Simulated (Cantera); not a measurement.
A closed system holds: 1 mol Si₃N₄, a varied amount of O₂, 500 mol H₂, 1.6 mol H₂O, at 2075 K and 10.0 mbar.

Equilibrium computed with Cantera from the NASA thermochemical tables; the gas is ideal and each condensed phase is pure. Candidate condensed phases: H₂O, Si, SiO₂, Si₂N₂O, Si₃N₄; 35 gas species. Gases not in the tables: Si₂H₆ and higher silanes. Kinetics and transport are ignored.

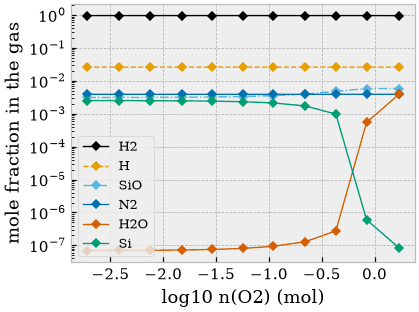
Figure: Equilibrium gas composition (values under 1e-9 drawn at 1e-9)

From 0.0019 mol O₂ to 1.7 mol O₂ nothing is condensed. The main Si-bearing gas is SiO throughout.
